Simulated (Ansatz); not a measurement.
# C3H7GeN: the cost of one run

Method: functionals in def2-TZVPP, the program's frozen cores in correlated methods; program: Ansatz 0.2.0, Gaussian basis.

The runs, in order: PBE-D4, r2SCAN-D4, PBE0-D4, B3LYP-D4, ωB97X-V, ωB97M-V, B2PLYP; CCSD(T)/def2-TZVPP; MP2/def2-QZVPP; extrapolation to the limit.

## 1. Structure used throughout

All runs share one geometry, relaxed beforehand with PBE0-D4 in a triple-zeta def2 set.

SMILES `C=N[C](=C)[GeH3]`, 12 atoms, charge 0, spin multiplicity 1.

Atoms are counted from 1 here; the program's logs count them from 0.

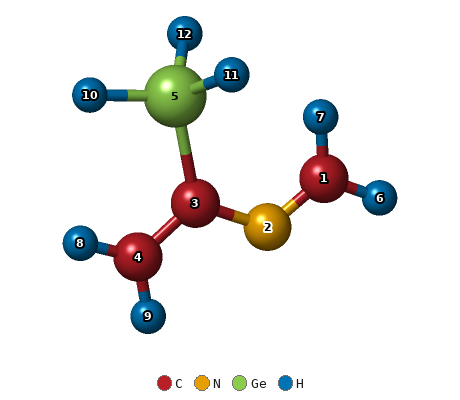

The structure; carbon red, nitrogen amber, germanium green, hydrogen blue; atoms are numbered from 1 in the order of the file.

## 2. PBE-D4 (GGA)

Input file in.yaml:

```yaml
crystal:
  periodic: [false, false, false]
  atoms:
    - {symbol: C, position_ang: [-0.521985, 1.970177, -0.045480]}
    - {symbol: N, position_ang: [-1.086501, 0.934911, 0.410399]}
    - {symbol: C, position_ang: [-0.460337, -0.312690, 0.292113]}
    - {symbol: C, position_ang: [-1.100580, -1.370206, 0.795045]}
    - {symbol: Ge, position_ang: [1.291256, -0.576444, -0.566745]}
    - {symbol: H, position_ang: [-1.022523, 2.931071, 0.055129]}
    - {symbol: H, position_ang: [0.455651, 1.967433, -0.544579]}
    - {symbol: H, position_ang: [-0.684070, -2.368583, 0.744290]}
    - {symbol: H, position_ang: [-2.067222, -1.240330, 1.271841]}
    - {symbol: H, position_ang: [1.608455, -2.075964, -0.487325]}
    - {symbol: H, position_ang: [1.268635, -0.134229, -2.040868]}
    - {symbol: H, position_ang: [2.396323, 0.219852, 0.150279]}
basis:
  gaussian: {orbitals: def2-TZVPP}
hamiltonian: {xc: pbe, dispersion: d4}
output: {forces: true, orbitals: {seedname: orbitals}}
```

Run with:

```bash
$ ansatz run in.yaml --threads 4 --pin off --events-out ev --progress --plain --max-ram 10444MiB
```

Q: Estimate wall time and peak memory on 4 threads of Intel Xeon Platinum 8488C, shared host.

About 3.1 s, with a peak of 0.38 GiB.
